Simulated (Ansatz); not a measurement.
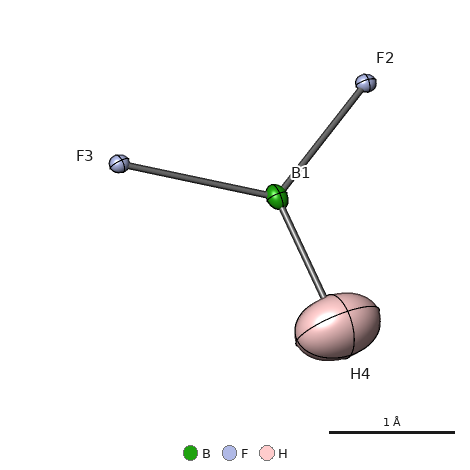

Displacement ellipsoids at the 50 % level, enlarged 2 times, from the internal vibrations of the free molecule (harmonic, no overall translation or rotation; no half-axis is drawn under 0.075 Å). Vibrations computed with RKS PBE0-D4/def2-TZVP (Ansatz 0.2.0). Temperature: 0 K (zero-point motion alone).

List U_eq and the three principal root-mean-square amplitudes for each kind of atom.

```tsv
atom	U_eq (Å²)	rms amplitudes (Å)
B1	0.00091	0.026, 0.028, 0.036
F2, F3	0.00032	0.005, 0.013, 0.028
H4	0.0104	0.083, 0.100, 0.119
```
